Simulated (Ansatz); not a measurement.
## Sc: pressure series

The reference is Sc in the fcc (Cu type) structure (space group Fm-3m, No. 225; a = 4.5528 Å).

Cell and atoms are relaxed at each pressure.

Method: Ansatz (a program for electronic structure), PBEsol, PAW, cutoff 420 eV, without spin-orbit coupling.

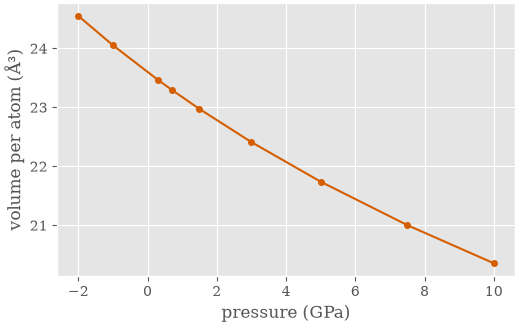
Figure: Volume against pressure

Estimate the zero-pressure bulk modulus from the plot.

About 54 GPa; a third-order Birch–Murnaghan fit to the points gives V₀ = 23.59 Å³/atom, B₀ = 54 GPa and B₀′ = 3.2.

Load acts through the strain it causes; cell and atoms are relaxed under it. No phonon test of stability was made. No other phases were tried under pressure. All final runs are without spin polarisation. This is not the structure that Sc has at room temperature and ambient pressure.
